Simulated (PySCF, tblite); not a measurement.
# C7H9F3: excited states

Aim: compute the excited states of C7H9F3 (`CC(C)=C=C(C)C(F)(F)F`).

Computed with tblite 0.8.0 and PySCF 2.14.0 and routines of our own; the level stands in each step. Atoms count from 0.

### Step 1. The system as given

19 atoms, charge 0, multiplicity 1; geometry from: force field or distance geometry start.

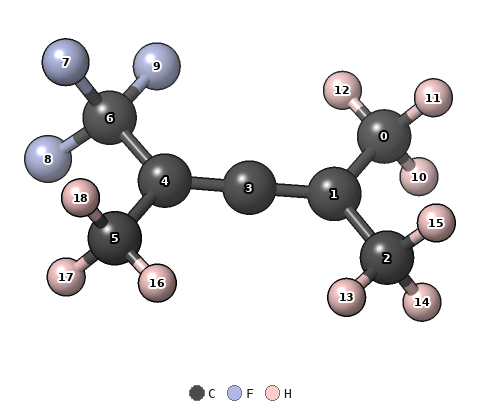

The starting geometry (carbon dark grey, fluorine light blue, hydrogen pink).

### Step 2. Optimising the geometry with GFN2-xTB

The job: settings as JSON, then the geometry in Å.

```
{"job": {"kind": "relax", "xc": "GFN2-xTB", "basis": "xTB"}, "charge": 0, "multiplicity": 1}
C     -2.029800    -0.980200     0.997000
C     -1.318600    -0.146600    -0.037100
C     -2.176500     0.480400    -1.069700
C     -0.018700     0.010500    -0.018000
C      1.277600     0.156400     0.014800
C      1.992600     0.983100    -1.020600
C      2.174500    -0.458900     1.032400
F      2.873100     0.484600     1.731300
F      3.099000    -1.286200     0.467900
F      1.499100    -1.205800     1.958500
H     -2.578800    -1.801000     0.512200
H     -2.764900    -0.364100     1.543700
H     -1.353900    -1.410300     1.739700
H     -1.594500     1.070000    -1.790700
H     -2.731800    -0.274900    -1.631900
H     -2.916600     1.156000    -0.593500
H      1.305800     1.419600    -1.744700
H      2.718500     0.365000    -1.566500
H      2.533900     1.811800    -0.532400
```

Started as:

```sh
OMP_NUM_THREADS=1 python excited_run.py task.json out
```

This one command runs all jobs of the session in turn.

The log of the run:

```text
step      E/eV     max force
  0    -915.40692    1.647
  1    -915.47290    1.149
  2    -915.48919    0.594
  3    -915.49866    0.301
  4    -915.54294    1.089
  5    -914.53165    8.857
  6    -915.58660    1.296
  7    -915.61220    1.278
  8    -915.84072    1.097
  9    -915.89078    0.581
 10    -915.96175    0.561
 11    -915.99554    0.712
 12    -916.08331    0.729
 13    -916.15378    0.679
 14    -916.24144    0.767
 15    -916.33428    0.871
 16    -916.46330    0.831
 17    -916.63285    1.090
 18    -916.84811    1.355
 19    -917.08234    1.338
 20    -917.28080    0.914
 21    -917.43688    0.724
 22    -917.54804    0.710
 23    -917.62217    0.890
 24    -917.68450    0.844
 25    -917.73603    0.533
 26    -917.80410    0.600
 27    -917.83649    0.631
 28    -917.88303    0.450
 29    -917.91245    0.411
 30    -917.93921    0.378
 31    -917.96097    0.373
 32    -917.97622    0.224
 33    -917.98327    0.164
 34    -917.98689    0.130
 35    -917.99012    0.174
 36    -917.99344    0.143
 37    -917.99712    0.129
 38    -918.00001    0.133
 39    -918.00326    0.144
 40    -918.00822    0.189
 41    -918.01438    0.206
 42    -918.02007    0.163
 43    -918.02354    0.118
 44    -918.02529    0.113
 45    -918.02668    0.109
 46    -918.02792    0.085
 47    -918.02866    0.060
 48    -918.02909    0.056
 49    -918.02953    0.058
 50    -918.03010    0.054
 51    -918.03067    0.055
 52    -918.03108    0.053
 53    -918.03140    0.044
 54    -918.03178    0.042
 55    -918.03224    0.050
 56    -918.03267    0.047
 57    -918.03301    0.053
 58    -918.03329    0.043
 59    -918.03354    0.036
 60    -918.03372    0.032
 61    -918.03389    0.030
 62    -918.03411    0.042
 63    -918.03453    0.064
 64    -918.03533    0.090
 65    -918.03658    0.109
 66    -918.03797    0.112
 67    -918.03929    0.111
 68    -918.04070    0.089
 69    -918.04199    0.076
 70    -918.04286    0.095
 71    -918.04351    0.053
 72    -918.04401    0.036
 73    -918.04443    0.041
 74    -918.04465    0.044
 75    -918.04500    0.036
 76    -918.04522    0.035
 77    -918.04544    0.031
 78    -918.04560    0.025
 79    -918.04574    0.029
 80    -918.04585    0.021
 81    -918.04598    0.019
 82    -918.04607    0.019
 83    -918.04617    0.015
 84    -918.04621    0.013
 85    -918.04624    0.011
 86    -918.04626    0.010
```

It took 0.64 s on 1 thread of Arm Neoverse V1, shared host.

Step by step: (not every step is listed) (the energy doesn't fall at every step)

```
step  energy from step 0 (eV)  largest force (eV/Å)
   0                   0.0000                1.6471
   1                  -0.0660                1.1490
   2                  -0.0823                0.5937
   3                  -0.0917                0.3013
   4                  -0.1360                1.0889
   5                   0.8753                8.8569
   6                  -0.1797                1.2957
   7                  -0.2053                1.2776
   8                  -0.4338                1.0968
  15                  -0.9274                0.8715
  22                  -2.1411                0.7095
  29                  -2.5055                0.4108
  36                  -2.5865                0.1430
  43                  -2.6166                0.1184
  50                  -2.6232                0.0541
  57                  -2.6261                0.0529
  64                  -2.6284                0.0905
  71                  -2.6366                0.0531
  78                  -2.6387                0.0252
  81                  -2.6391                0.0190
  82                  -2.6391                0.0194
  83                  -2.6392                0.0146
  84                  -2.6393                0.0127
  85                  -2.6393                0.0109
  86                  -2.6393                0.0105
```

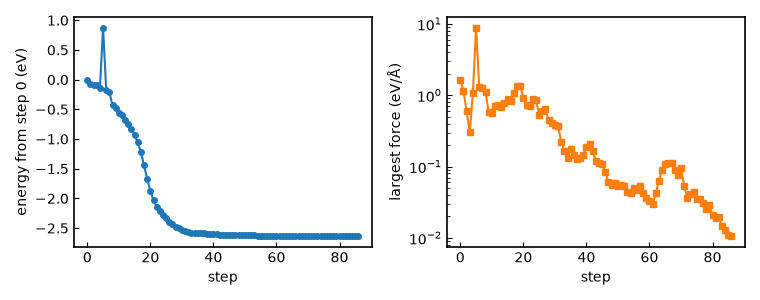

Energy and force, step by step.

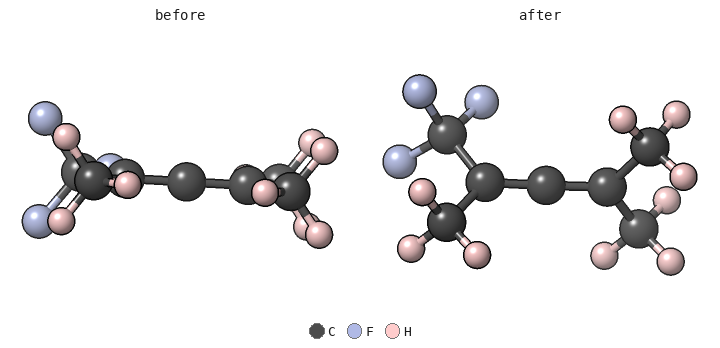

The geometry before (left) and after (right).

Close pairs (by a distance rule), those that changed most:

```
  bond  before (Å)  after (Å)  change (Å)
 C6–F9       1.368      1.340      -0.028
C2–H15       1.109      1.089      -0.021
 C1–C2       1.482      1.502      +0.020
 C6–F7       1.366      1.349      -0.017
 C4–C6       1.489      1.506      +0.016
 C6–F8       1.363      1.347      -0.016
C0–H11       1.104      1.089      -0.015
C5–H18       1.104      1.090      -0.014
```

The final coordinates are the input of the step that follows.

### Step 3. Vibrational analysis with GFN2-xTB

The job: settings as JSON, then the geometry in Å.

```
{"job": {"kind": "ir", "xc": "GFN2-xTB", "basis": "xTB"}, "charge": 0, "multiplicity": 1}
C     -1.975504    -1.512551     0.153781
C     -1.310936    -0.179383    -0.026911
C     -2.222798     1.001998    -0.195280
C     -0.019665    -0.042772    -0.045097
C      1.271981     0.124235    -0.054149
C      2.156144     0.077636    -1.267633
C      1.999976     0.416346     1.231181
F      2.568838     1.639911     1.222448
F      3.004882    -0.450917     1.462350
F      1.210074     0.376895     2.313328
H     -2.597264    -1.734320    -0.712637
H     -2.618437    -1.485772     1.032124
H     -1.241705    -2.303798     0.276907
H     -1.654010     1.913458    -0.355629
H     -2.884635     0.840935    -1.044896
H     -2.836979     1.120915     0.696026
H      1.563019    -0.129686    -2.152734
H      2.912570    -0.697342    -1.149891
H      2.664646     1.033462    -1.390750
```

The log of the run:

```text
mode    cm-1     km/mol
  1      25.1      0.08
  2      72.1      1.45
  3      93.2      0.01
  4     106.0      0.03
  5     118.3      1.48
  6     139.9      0.04
  7     145.3      0.90
  8     205.8      2.21
  9     217.1      0.08
 10     286.1      1.79
 11     347.8      1.32
 12     383.9      4.39
 13     421.0      2.45
 14     435.8     12.43
 15     497.9      8.60
 16     527.6      3.36
 17     558.1      4.19
 18     574.3     16.89
 19     685.4      7.48
 20     832.7     13.31
 21     966.1      8.82
 22     974.5      0.35
 23     981.7      6.86
 24    1018.8    304.35
 25    1038.8      6.44
 26    1046.0    291.50
 27    1066.7     56.25
 28    1082.5    138.97
 29    1099.4      5.79
 30    1212.0     17.25
 31    1214.8    129.57
 32    1387.3      6.18
 33    1393.7      4.25
 34    1398.1      1.90
 35    1444.4      6.86
 36    1466.0      5.63
 37    1467.5      4.01
 38    1468.6      0.06
 39    1473.7     22.22
 40    1478.1     10.98
 41    1506.0      6.06
 42    2080.7      7.98
 43    3008.5     11.12
 44    3009.2      4.79
 45    3012.4     36.66
 46    3020.1      1.82
 47    3021.1     11.42
 48    3025.1     45.75
 49    3057.5     25.15
 50    3059.0     15.97
 51    3066.0     16.06
```

It took 0.7 s on 1 thread of Arm Neoverse V1, shared host.

Which atoms move in the most intense modes:

```
cm⁻¹  km/mol                                   atoms
1019   304.4                        C6 68 %, F7 14 %
1046   291.5                       C6 49 %, H16 11 %
1067    56.2   H15 16 %, C1 16 %, H11 16 %, H10 11 %
1082   139.0     C6 42 %, H16 17 %, F9 15 %, C5 11 %
1215   129.6                        C6 42 %, C4 40 %
3012    36.7            H14 37 %, H15 34 %, H10 15 %
3025    45.8  H11 37 %, H15 24 %, H14 19 %, H10 16 %
3058    25.1                                H13 88 %
```

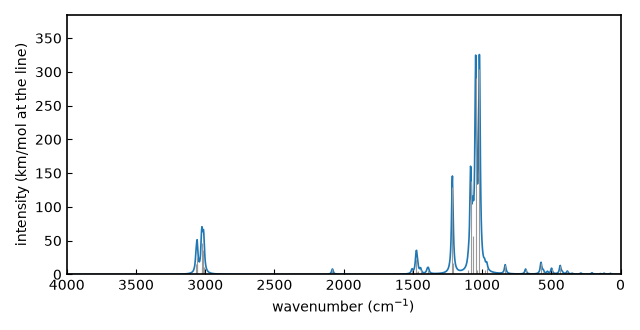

The infrared spectrum from these modes, unscaled. Lines are broadened to a width of 14 cm⁻¹ (Lorentzian).

### Step 4. Excited states: TDA BHandHLYP/def2-SVP

Settings changed since step 3:

```diff
@@ -1,2 +1,2 @@
-{"job": {"kind": "ir", "xc": "GFN2-xTB", "basis": "xTB"}, "charge": 0, "multiplicity": 1}
+{"job": {"kind": "states", "xc": "BHandHLYP", "basis": "def2-SVP", "tda": true, "soc": true, "nstates": 8, "ntriplets": 6, "nquad": 4}, "charge": 0, "multiplicity": 1}
 C     -1.975504    -1.512551     0.153781
```

With the program's defaults for keys left out, this is: TDA BHandHLYP/def2-SVP excited states, vertical, gas phase, spin-orbit mean-field couplings.

The log of the run:

```text
coarse grid: 16440 points
cycle   1  E = -570.7111635633  dE =  1.641e+00  |g| = 9.439e-01  |ddm| = 4.651e+00
cycle   2  E = -570.7011540705  dE =  1.001e-02  |g| = 1.044e+00  |ddm| = 1.507e+00
cycle   3  E = -570.8831009763  dE = -1.819e-01  |g| = 7.608e-02  |ddm| = 8.435e-01
cycle   4  E = -570.8838972688  dE = -7.963e-04  |g| = 5.225e-02  |ddm| = 1.312e-01
cycle   5  E = -570.8845703272  dE = -6.731e-04  |g| = 9.040e-03  |ddm| = 6.275e-02
cycle   6  E = -570.8845898693  dE = -1.954e-05  |g| = 1.978e-03  |ddm| = 1.142e-02
cycle   7  E = -570.8845908700  dE = -1.001e-06  |g| = 5.116e-04  |ddm| = 3.274e-03
final grid: 161616 points
cycle   8  E = -570.9448936810  dE = -2.559e-05  |g| = 3.850e-03  |ddm| = 2.904e-02
cycle   9  E = -570.9448944593  dE = -7.783e-07  |g| = 3.529e-03  |ddm| = 7.054e-03
cycle  10  E = -570.9448969091  dE = -2.450e-06  |g| = 3.301e-04  |ddm| = 3.364e-03
cycle  11  E = -570.9448969285  dE = -1.933e-08  |g| = 1.438e-04  |ddm| = 4.820e-04
cycle  12  E = -570.9448969336  dE = -5.127e-09  |g| = 3.354e-05  |ddm| = 2.044e-04
cycle  13  E = -570.9448969338  dE = -2.360e-10  |g| = 4.716e-06  |ddm| = 3.756e-05
converged SCF energy = -570.9448969338

Singlet excitations
state   eV       nm        f     d(h-e)  d(exc)  Lambda  PR(NTO)  |dmu|/D   mu/D   main configurations
  1   5.8695   211.2   0.00004   0.918   2.570   0.524   1.081    2.637    5.672   H->L 0.94
  2   6.6234   187.2   0.00006   1.055   2.681   0.499   1.081    3.056    2.359   H-1->L+1 0.93
  3   7.9650   155.7   0.01221   0.057   2.807   0.825   2.060    0.310    3.392   H->L+1 0.53, H-1->L 0.40
  4   8.2234   150.8   2.04803   0.211   2.531   0.813   2.204    0.630    2.880   H-1->L 0.52, H->L+1 0.38
  5   8.4523   146.7   0.05806   1.481   3.471   0.388   1.016                     H->L+2 0.97
  6   9.0360   137.2   0.01341   1.615   3.907   0.287   1.016                     H-1->L+2 0.85, H-1->L+3 0.11
  7   9.5600   129.7   0.04002   0.718   3.599   0.342   1.030                     H->L+3 0.70, H->L+5 0.25
  8   9.6808   128.1   0.01702   0.938   3.843   0.359   1.027                     H-1->L+3 0.85, H-1->L+2 0.12

Triplet excitations (Tamm-Dancoff)
state   eV     d(h-e)  d(exc)  Lambda  PR(NTO)   main configurations
  1   4.5093   0.089   2.181   0.816   1.967   H->L+1 0.53, H-1->L 0.38
  2   4.7602   0.126   2.211   0.821   1.954   H-1->L 0.55, H->L+1 0.38
  3   5.4503   0.954   2.547   0.524   1.038   H->L 0.95
  4   6.2492   1.079   2.660   0.497   1.039   H-1->L+1 0.94
  5   8.2595   1.415   3.432   0.387   1.032   H->L+2 0.96
  6   8.8784   1.214   3.725   0.298   1.037   H-1->L+2 0.76, H-1->L+3 0.18
S1 - T1 = 1.3602 eV

Spin-orbit couplings |<S|Hso|T>| (cm-1)
             T1       T2       T3       T4       T5       T6
S0        0.430    0.497    9.326   12.532    1.505    0.886
S1        2.912    5.003    0.023    0.045    0.241    0.144
S2        1.094    7.028    0.052    0.028    0.080    1.616
S3        0.047    0.236    2.555    2.354    0.536    0.543
S4        0.290    0.099    6.026    4.424    0.421    0.783
S5        0.601    0.581    1.422    0.416    0.137    1.150
S6        0.371    0.654    0.160    1.494    1.245    0.017
S7        0.726    0.733    2.916    0.485    0.119    0.929
S8        0.506    0.838    0.105    1.034    0.031    0.146
T1 sublevels (cm-1): 0.000 0.000 0.007   radiative rates (1/s): 0.00539 0.0669 0.00107
```

Wall time 47 s (1 thread of Arm Neoverse V1, shared host); peak memory 0.87 GiB.

From this job:

```
  quantity    value
S1 less T1  1.36 eV
```

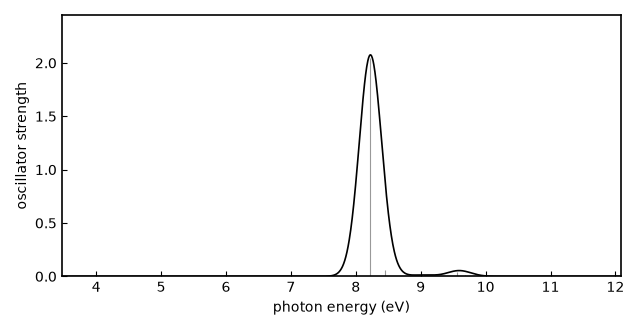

Absorption lines of the singlets. Lines are broadened to a width of 0.40 eV (Gaussian).

### Step 5. Excited states: TDA wB97X-D/def2-SVP

Settings changed since step 4:

```diff
@@ -1,2 +1,2 @@
-{"job": {"kind": "states", "xc": "BHandHLYP", "basis": "def2-SVP", "tda": true, "soc": true, "nstates": 8, "ntriplets": 6, "nquad": 4}, "charge": 0, "multiplicity": 1}
+{"job": {"kind": "states", "xc": "wB97X-D", "basis": "def2-SVP", "tda": true, "soc": true, "nstates": 1, "ntriplets": 6, "nquad": 4}, "charge": 0, "multiplicity": 1}
 C     -1.975504    -1.512551     0.153781
```

With the program's defaults for keys left out, this is: TDA wB97X-D/def2-SVP excited states, vertical, gas phase, spin-orbit mean-field couplings.

The log of the run:

```text
coarse grid: 16440 points
cycle   1  E = -570.7951727353  dE =  1.676e+00  |g| = 9.672e-01  |ddm| = 4.675e+00
cycle   2  E = -570.7758619638  dE =  1.931e-02  |g| = 1.103e+00  |ddm| = 1.551e+00
cycle   3  E = -570.9723330424  dE = -1.965e-01  |g| = 6.397e-02  |ddm| = 8.280e-01
cycle   4  E = -570.9730454061  dE = -7.124e-04  |g| = 3.662e-02  |ddm| = 1.091e-01
cycle   5  E = -570.9733642464  dE = -3.188e-04  |g| = 8.789e-03  |ddm| = 4.833e-02
cycle   6  E = -570.9733831725  dE = -1.893e-05  |g| = 1.951e-03  |ddm| = 1.136e-02
cycle   7  E = -570.9733842495  dE = -1.077e-06  |g| = 4.159e-04  |ddm| = 3.666e-03
final grid: 161616 points
cycle   8  E = -571.0558292369  dE = -1.289e-04  |g| = 8.488e-03  |ddm| = 5.539e-02
cycle   9  E = -571.0558330084  dE = -3.771e-06  |g| = 7.753e-03  |ddm| = 1.460e-02
cycle  10  E = -571.0558421521  dE = -9.144e-06  |g| = 8.167e-04  |ddm| = 6.064e-03
cycle  11  E = -571.0558422770  dE = -1.248e-07  |g| = 3.494e-04  |ddm| = 1.203e-03
cycle  12  E = -571.0558423028  dE = -2.587e-08  |g| = 8.458e-05  |ddm| = 5.285e-04
cycle  13  E = -571.0558423046  dE = -1.773e-09  |g| = 1.887e-05  |ddm| = 1.075e-04
cycle  14  E = -571.0558423047  dE = -1.137e-10  |g| = 5.822e-06  |ddm| = 4.061e-05
converged SCF energy = -571.0558423047

Singlet excitations
state   eV       nm        f     d(h-e)  d(exc)  Lambda  PR(NTO)  |dmu|/D   mu/D   main configurations
  1   5.7949   214.0   0.00002   0.925   2.592   0.527   1.078    2.518    5.407   H->L 0.95

Triplet excitations (Tamm-Dancoff)
state   eV     d(h-e)  d(exc)  Lambda  PR(NTO)   main configurations
  1   4.6561   0.084   2.222   0.837   2.001   H->L+1 0.51, H-1->L 0.43
  2   4.9228   0.102   2.255   0.840   1.989   H-1->L 0.52, H->L+1 0.43
  3   5.4232   0.956   2.571   0.527   1.038   H->L 0.96
  4   6.1641   1.052   2.656   0.503   1.038   H-1->L+1 0.96
  5   8.5072   1.283   3.378   0.384   1.022   H->L+2 0.96
  6   9.1232   0.965   2.738   0.457   1.057   H-3->L 0.91
S1 - T1 = 1.1389 eV

Spin-orbit couplings |<S|Hso|T>| (cm-1)
             T1       T2       T3       T4       T5       T6
S0        0.606    0.553    9.187   12.779    1.416    7.749
S1        2.856    4.796    0.039    0.035    0.365    5.519
T1 sublevels (cm-1): 0.000 0.000 0.007   radiative rates (1/s): 0.0272 0.00666 0.00721
```

Run time: 44 s. Hardware: 1 thread of Arm Neoverse V1, shared host; peak memory 0.94 GiB.

From this job:

```
  quantity    value
S1 less T1  1.14 eV
```

### Step 6. Excited states: TDA HF/def2-SVP

Settings changed since step 5:

```diff
@@ -1,2 +1,2 @@
-{"job": {"kind": "states", "xc": "wB97X-D", "basis": "def2-SVP", "tda": true, "soc": true, "nstates": 1, "ntriplets": 6, "nquad": 4}, "charge": 0, "multiplicity": 1}
+{"job": {"kind": "states", "xc": "HF", "basis": "def2-SVP", "tda": true, "soc": true, "nstates": 8, "ntriplets": 6, "nquad": 4}, "charge": 0, "multiplicity": 1}
 C     -1.975504    -1.512551     0.153781
```

With the program's defaults for keys left out, this is: TDA HF/def2-SVP excited states, vertical, gas phase, spin-orbit mean-field couplings.

The log of the run:

```text
final grid: 161616 points
cycle   1  E = -567.9287066831  dE =  2.203e+00  |g| = 9.955e-01  |ddm| = 4.484e+00
cycle   2  E = -568.1034823833  dE = -1.748e-01  |g| = 5.684e-01  |ddm| = 1.266e+00
cycle   3  E = -568.1594395928  dE = -5.596e-02  |g| = 9.148e-02  |ddm| = 5.167e-01
cycle   4  E = -568.1621622150  dE = -2.723e-03  |g| = 2.721e-02  |ddm| = 1.667e-01
cycle   5  E = -568.1623785650  dE = -2.164e-04  |g| = 6.507e-03  |ddm| = 4.807e-02
cycle   6  E = -568.1623940746  dE = -1.551e-05  |g| = 2.446e-03  |ddm| = 1.172e-02
cycle   7  E = -568.1623963784  dE = -2.304e-06  |g| = 4.537e-04  |ddm| = 4.996e-03
cycle   8  E = -568.1623965226  dE = -1.441e-07  |g| = 1.959e-04  |ddm| = 1.223e-03
cycle   9  E = -568.1623965390  dE = -1.642e-08  |g| = 6.211e-05  |ddm| = 4.610e-04
cycle  10  E = -568.1623965419  dE = -2.850e-09  |g| = 2.547e-05  |ddm| = 1.741e-04
cycle  11  E = -568.1623965423  dE = -4.095e-10  |g| = 6.922e-06  |ddm| = 7.556e-05
converged SCF energy = -568.1623965423

Singlet excitations
state   eV       nm        f     d(h-e)  d(exc)  Lambda  PR(NTO)  |dmu|/D   mu/D   main configurations
  1   6.2580   198.1   0.00006   0.849   2.448   0.514   1.090    3.249    6.533   H->L 0.87
  2   7.2304   171.5   0.00011   0.988   2.571   0.454   1.091    3.753    2.676   H-1->L+1 0.74, H-1->L+2 0.10
  3   8.3254   148.9   2.00257   0.098   2.287   0.717   2.006    0.384    3.394   H->L+1 0.53, H-1->L 0.27
  4   8.4611   146.5   0.06961   0.105   2.479   0.765   1.878    0.171    3.639   H-1->L 0.63, H->L+1 0.26
  5   9.6757   128.1   0.01062   1.265   3.344   0.507   1.038                     H->L+2 0.84, H->L+1 0.10
  6  10.3766   119.5   0.00660   0.847   3.405   0.366   1.061                     H-1->L+2 0.41, H-1->L+3 0.34, H-1->L+1 0.15
  7  10.8383   114.4   0.06218   0.551   3.184   0.349   1.052                     H->L+5 0.51, H->L+3 0.37
  8  11.1839   110.9   0.00620   0.772   2.524   0.394   1.197                     H-2->L+1 0.61, H-8->L+1 0.11

Triplet excitations (Tamm-Dancoff)
state   eV     d(h-e)  d(exc)  Lambda  PR(NTO)   main configurations
  1   4.0480   0.105   2.054   0.708   1.967   H->L+1 0.41, H-1->L 0.34
  2   4.4570   0.140   2.085   0.729   1.943   H-1->L 0.51, H->L+1 0.28
  3   5.7377   0.901   2.426   0.515   1.027   H->L 0.89
  4   6.7490   1.023   2.555   0.451   1.029   H-1->L+1 0.75, H-1->L+2 0.11
  5   9.2587   1.142   3.171   0.508   1.153   H->L+2 0.75, H->L+1 0.11
  6   9.9288   0.623   3.132   0.381   1.179   H-1->L+3 0.41, H-1->L+2 0.28, H-1->L+1 0.13
S1 - T1 = 2.2100 eV

Spin-orbit couplings |<S|Hso|T>| (cm-1)
             T1       T2       T3       T4       T5       T6
S0        0.211    0.381    9.825   12.178    1.938    1.295
S1        3.049    5.356    0.026    0.044    0.360    0.024
S2        0.812    7.290    0.049    0.020    0.103    1.431
S3        0.087    0.085    7.035    4.152    0.760    1.061
S4        0.017    0.155    0.678    2.926    0.488    1.252
S5        0.695    0.656    0.621    0.134    0.074    0.898
S6        0.693    1.125    0.172    1.722    0.917    0.094
S7        0.541    0.585    3.071    0.093    0.089    1.091
S8        5.126    5.574    0.038    0.388    0.425    0.037
T1 sublevels (cm-1): 0.000 0.000 0.004   radiative rates (1/s): 0.00312 0.008 0.00803
```

Wall time 22 s (1 thread of Arm Neoverse V1, shared host); peak memory 0.74 GiB.

From this job:

```
  quantity    value
S1 less T1  2.21 eV
```

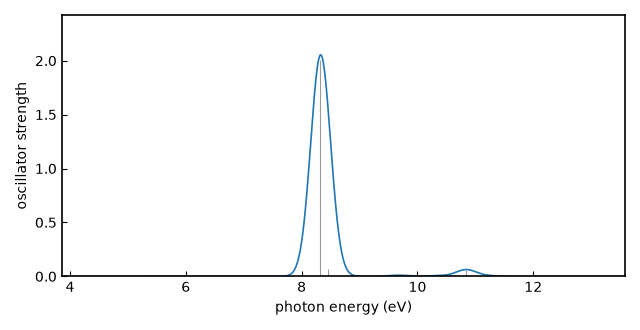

Absorption lines of the singlets. Lines are broadened to a width of 0.40 eV (Gaussian).

### Step 7. Excited states: BHandHLYP/def2-SVPP

The job: settings as JSON, then the geometry in Å.

```
{"job": {"kind": "states", "xc": "BHandHLYP", "basis": "def2-SVPP", "tda": true, "soc": true, "nstates": 8, "ntriplets": 6, "nquad": 4, "scf": {"diis": false, "max_cycle": 97}}, "charge": 0, "multiplicity": 1}
C     -1.045042    -0.800139     0.081350
C     -0.693485    -0.094894    -0.014236
C     -1.175860     0.530057    -0.103303
C     -0.010403    -0.022626    -0.023856
C      0.672878     0.065720    -0.028645
C      1.140600     0.041069    -0.670578
C      1.057987     0.220247     0.651295
F      1.358915     0.867513     0.646675
F      1.589583    -0.238535     0.773583
F      0.640129     0.199377     1.223751
H     -1.373953    -0.917455    -0.376985
H     -1.385153    -0.785973     0.545994
H     -0.656862    -1.218709     0.146484
H     -0.874971     1.012219    -0.188128
H     -1.525972     0.444855    -0.552750
H     -1.500762     0.592964     0.368198
H      0.826837    -0.068604    -1.138796
H      1.540750    -0.368894    -0.608292
H      1.409598     0.546701    -0.735707
```

Level: BHandHLYP/def2-SVPP.

The log of the run:

```text
KeyError: 'Basis set def2-SVPP does not exist'
```

It took 0.01 s on 1 thread of Arm Neoverse V1, shared host.

Diagnosis: The input was refused with the message shown. Besides, the coordinates were scaled in this input. Cure: check the setting that the message names, and undo the other change.

[end of part 1 of 2]
